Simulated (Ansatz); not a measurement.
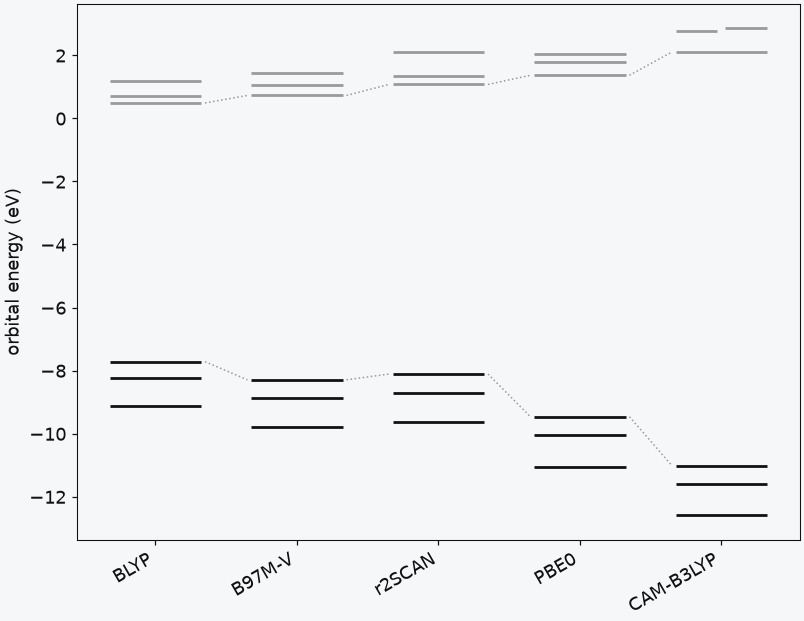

Frontier orbital energies of C₃H₅F₃, SMILES C[C@@H](F)C(F)F at one geometry, def2-TZVPP, the Ansatz code 0.2.0, at a PBE0-D4/def2-TZVP geometry (a minimum by its frequencies). Empty levels are grey, levels within 0.1 eV stand side by side; all columns show the same few orbitals around the gap. Dotted lines join the HOMOs and the LUMOs.

> Compare the HOMO-LUMO separations.

The separation grows from 8.21 eV (BLYP) to 13.12 eV (CAM-B3LYP).

```tsv
level	HOMO (eV)	LUMO (eV)	separation (eV)
BLYP	−7.72	0.49	8.21
B97M-V	−8.29	0.73	9.02
r2SCAN	−8.11	1.08	9.19
PBE0	−9.46	1.37	10.83
CAM-B3LYP	−11.02	2.11	13.12
```

Limits of at least one run: empty levels above zero depend strongly on the basis; one conformer of a flexible molecule.
